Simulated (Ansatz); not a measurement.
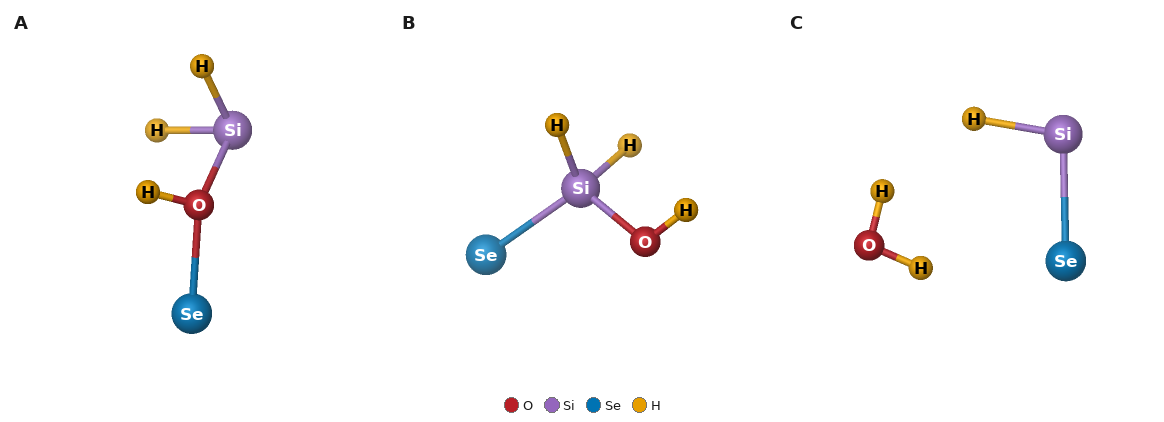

3 stationary structures of one formula. Charge −1, singlet. Geometries: PBE0-D4/def2-TZVPD. Electronic energies: RHF-CCSD(T) (frozen core)/def2-TZVPPD (Ansatz 0.2.0), without zero-point energy. No frequency run is at hand to confirm each as a minimum.

> Rank them by energy, lowest first.

B is lowest (Cs); C lies 1.963 eV above it (Cs), A lies 3.858 eV above it (C1).
